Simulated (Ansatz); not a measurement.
**BFGaGeH5: how energies converge with the basis set**

How large a basis does BFGaGeH5 need? Two functionals are run in growing sets.

Method: one geometry, several basis sets; program: Ansatz 0.2.0, Gaussian basis.

The runs, in order: PBE0-D4/def2-SVP; ωB97M-V/def2-SVP; PBE0-D4/def2-QZVPP; ωB97M-V/def2-QZVPP; the functionals' def2-TZVPP values are taken from earlier runs.

## (1) The geometry

An earlier PBE0-D4 in a triple-zeta def2 set relaxation fixed the geometry.

SMILES `[BH2][GeH]([F])[GaH2]`, 9 atoms, charge 0, spin multiplicity 1.

Atoms are counted from 1 here; the program's logs count them from 0.

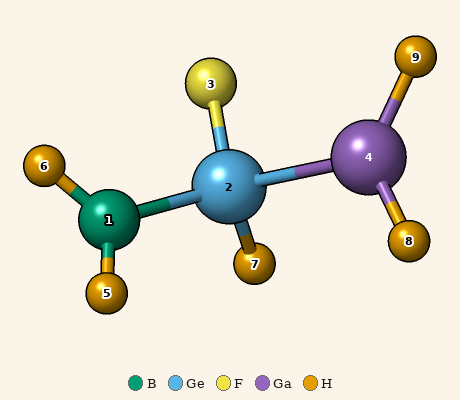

The structure; boron teal, germanium blue, fluorine yellow, gallium purple, hydrogen amber; atoms are numbered from 1 in the order of the file.

## (2) PBE0-D4 in def2-SVP

Input file in.yaml:

```yaml
crystal:
  periodic: [false, false, false]
  atoms:
    - {symbol: B, position_ang: [-0.950806, 1.596302, 0.426657]}
    - {symbol: Ge, position_ang: [0.653540, 0.434463, -0.046546]}
    - {symbol: F, position_ang: [1.856125, 0.496152, 1.239781]}
    - {symbol: Ga, position_ang: [0.097214, -1.938924, -0.403740]}
    - {symbol: H, position_ang: [-1.795725, 1.768868, -0.400804]}
    - {symbol: H, position_ang: [-1.101891, 2.039262, 1.523647]}
    - {symbol: H, position_ang: [1.406850, 0.963357, -1.290988]}
    - {symbol: H, position_ang: [-0.841887, -2.324734, -1.602587]}
    - {symbol: H, position_ang: [0.676590, -3.034746, 0.554590]}
basis:
  gaussian: {orbitals: def2-SVP}
hamiltonian: {xc: pbe0, dispersion: d4}
output: {orbitals: {seedname: orbitals}}
```

On the command line:

```sh
$ ansatz run in.yaml --threads 4 --pin off --events-out ev --progress --plain --max-ram 10444MiB
```

Standard output:

```text
Functional definition: PBE0
  name "PBE0"
  cite "Adamo & Barone, J. Chem. Phys. 110, 6158 (1999) doi:10.1063/1.478522"
  cite "Perdew, Burke & Ernzerhof, Phys. Rev. Lett. 77, 3865 (1996) doi:10.1103/PhysRevLett.77.3865"
  parent pbe
  parameter a = 0.25
  parameter kappa = 0.804
  parameter beta = 0.06672455060314922
  exchange = (1 - a)*pbe_x(kappa = kappa, mu = beta*pi^2/3) + a*exact_x
  correlation = pbe_c(beta = beta)
1167 factors; integrals over basis functions are off by at most 1.3e-3 eV
mean field evaluation 1: about -112333.4371 eV, gradient 3.9e1 eV
mean field evaluation 2: about -112330.1619 eV, gradient 6.2e1 eV
mean field evaluation 4: about -112336.1518 eV, gradient 2.6e0 eV
mean field evaluation 8: about -112336.2009 eV, gradient 1.7e-1 eV
mean field evaluation 16: about -112336.2010 eV, gradient 5.2e-5 eV
mean field -112336.20099157 eV, -4128.2792422285 hartree, gradient 2.7e-6 eV, S^2 0.000000; 0 other end points of the search recorded, 0 dependent functions left out
reference -112336.20102464 eV, -4128.2792434436 hartree; 41, 41 occupied and 76, 76 virtual orbitals, 1167 factors
Total energy: -112336.35565688 eV, -4128.2849260738 hartree
```

Run time: 0.55 s. Hardware: 4 threads of AMD EPYC 9R05, shared host; peak memory 0.43 GiB.

## (3) ωB97M-V in def2-SVP

Changes to in.yaml since step 2:

```diff
@@ -14,3 +14,3 @@
   gaussian: {orbitals: def2-SVP}
-hamiltonian: {xc: pbe0, dispersion: d4}
+hamiltonian: {xc: {name: wB97M-V}}
 output: {orbitals: {seedname: orbitals}}
```

Launched as before.

Standard output, cut to the lines that bear on the results:

```text
Functional definition: wB97M-V
  name "wB97M-V"
  cite "Mardirossian & Head-Gordon, J. Chem. Phys. 144, 214110 (2016) doi:10.1063/1.4952647"
  cite "Becke, J. Chem. Phys. 107, 8554 (1997) doi:10.1063/1.475007"
  cite "Vydrov & Van Voorhis, J. Chem. Phys. 133, 244103 (2010) doi:10.1063/1.3521275"
  # Of w^i u^j: cxij and so on, Table III.
[...]
  gx(w, u) = 1 - cx + cx01*u + cx10*w
  gss(w, u) = css00 + css04*u^4 + css10*w + css20*w^2 + css43*w^4*u^3
  gos(w, u) = cos00 + cos10*w + (cos20 + cos21*u)*w^2 + (cos60 + cos61*u)*w^6
[...]
      + integral(e_c_pw_mod_opposite_spin*gos(b97_w_opposite, b97_u_opposite)) + vv10(b, c)
1167 factors; integrals over basis functions are off by at most 1.3e-3 eV
325 factors; integrals over basis functions are off by at most 7.5e-6 eV
[...]
mean field -112346.38987389 eV, -4128.6536767473 hartree, gradient 8.6e-5 eV, S^2 0.000000; 0 other end points of the search recorded, 0 dependent functions left out
reference -112346.38992659 eV, -4128.6536786841 hartree; 41, 41 occupied and 76, 76 virtual orbitals, 1167 factors
Total energy: -112346.38992659 eV, -4128.6536786841 hartree
```

Run time: 1.9 s. Hardware: 4 threads of AMD EPYC 9R05, shared host; peak memory 0.43 GiB.

## (4) PBE0-D4 in def2-QZVPP

Changes to in.yaml since step 3:

```diff
@@ -13,4 +13,4 @@
 basis:
-  gaussian: {orbitals: def2-SVP}
-hamiltonian: {xc: {name: wB97M-V}}
+  gaussian: {orbitals: "def2-QZVPP.json"}
+hamiltonian: {xc: pbe0, dispersion: d4}
 output: {orbitals: {seedname: orbitals}}
```

The command is unchanged.

Standard output:

```text
Functional definition: PBE0
  name "PBE0"
  cite "Adamo & Barone, J. Chem. Phys. 110, 6158 (1999) doi:10.1063/1.478522"
  cite "Perdew, Burke & Ernzerhof, Phys. Rev. Lett. 77, 3865 (1996) doi:10.1103/PhysRevLett.77.3865"
  parent pbe
  parameter a = 0.25
  parameter kappa = 0.804
  parameter beta = 0.06672455060314922
  exchange = (1 - a)*pbe_x(kappa = kappa, mu = beta*pi^2/3) + a*exact_x
  correlation = pbe_c(beta = beta)
1834 factors; their error is unknown
mean field evaluation 1: about -112353.2368 eV, gradient 4.7e1 eV
mean field evaluation 2: about -112348.9376 eV, gradient 7.6e1 eV
mean field evaluation 4: about -112356.6351 eV, gradient 3.9e0 eV
mean field evaluation 8: about -112356.9505 eV, gradient 6.3e-1 eV
mean field evaluation 16: about -112356.9505 eV, gradient 5.0e-5 eV
mean field -112356.95050909 eV, -4129.0417729328 hartree, gradient 5.0e-5 eV, S^2 0.000000; 0 other end points of the search recorded, 0 dependent functions left out
reference -112356.95055826 eV, -4129.0417747395 hartree; 41, 41 occupied and 401, 401 virtual orbitals, 1834 factors
Total energy: -112357.10519050 eV, -4129.0474573697 hartree
```

Run time: 3.4 s. Hardware: 4 threads of AMD EPYC 9R05, shared host; peak memory 1.9 GiB.

## (5) ωB97M-V in def2-QZVPP

Changes to in.yaml since step 4:

```diff
@@ -14,3 +14,3 @@
   gaussian: {orbitals: "def2-QZVPP.json"}
-hamiltonian: {xc: pbe0, dispersion: d4}
+hamiltonian: {xc: {name: wB97M-V}}
 output: {orbitals: {seedname: orbitals}}
```

Same command.

Standard output, cut to the lines that bear on the results:

```text
Functional definition: wB97M-V
  name "wB97M-V"
  cite "Mardirossian & Head-Gordon, J. Chem. Phys. 144, 214110 (2016) doi:10.1063/1.4952647"
  cite "Becke, J. Chem. Phys. 107, 8554 (1997) doi:10.1063/1.475007"
  cite "Vydrov & Van Voorhis, J. Chem. Phys. 133, 244103 (2010) doi:10.1063/1.3521275"
  # Of w^i u^j: cxij and so on, Table III.
[...]
  gx(w, u) = 1 - cx + cx01*u + cx10*w
  gss(w, u) = css00 + css04*u^4 + css10*w + css20*w^2 + css43*w^4*u^3
  gos(w, u) = cos00 + cos10*w + (cos20 + cos21*u)*w^2 + (cos60 + cos61*u)*w^6
[...]
      + integral(e_c_pw_mod_opposite_spin*gos(b97_w_opposite, b97_u_opposite)) + vv10(b, c)
1817 factors; their error is unknown
380 factors; integrals over basis functions are off by at most 7.8e-6 eV
[...]
mean field -112367.18788502 eV, -4129.4179895588 hartree, gradient 3.1e-5 eV, S^2 0.000000; 0 other end points of the search recorded, 0 dependent functions left out
reference -112367.18796463 eV, -4129.4179924847 hartree; 41, 41 occupied and 401, 401 virtual orbitals, 1817 factors
Total energy: -112367.18796463 eV, -4129.4179924847 hartree
```

Run time: 7.5 s. Hardware: 4 threads of AMD EPYC 9R05, shared host; peak memory 2.2 GiB.

## (6) Density functionals: the series

The def2-TZVPP values come from earlier runs at the same geometry.

| functional | basis | functions | energy (eV) | from the largest (eV) | HOMO (eV) | LUMO (eV) |
| --- | --- | --- | --- | --- | --- | --- |
| PBE0-D4 | def2-SVP | 117 | -112336.3557 | 20.750 | -7.40 | -2.79 |
| PBE0-D4 | def2-TZVPP | 228 | -112354.4854 | 2.620 | -7.45 | -2.83 |
| PBE0-D4 | def2-QZVPP | 442 | -112357.1052 | 0.000 | -7.46 | -2.84 |
| ωB97M-V | def2-SVP | 117 | -112346.3899 | 20.798 | -9.34 | -0.91 |
| ωB97M-V | def2-TZVPP | 228 | -112364.6399 | 2.548 | -9.42 | -1.01 |
| ωB97M-V | def2-QZVPP | 442 | -112367.1880 | 0.000 | -9.44 | -1.06 |

## (7) Outcome

```
                                       quantity           value
PBE0-D4: double and triple zeta above quadruple  20.75, 2.62 eV
ωB97M-V: double and triple zeta above quadruple  20.80, 2.55 eV
```

**Reading.** PBE0-D4 gains 18.13 eV from double to triple zeta, then 2.62 eV more. Total energies overstate the basis error of differences, where much of it tends to cancel.

For PBE0-D4 the largest set took about 6 times as long as the smallest (3.4 s against 0.55 s).
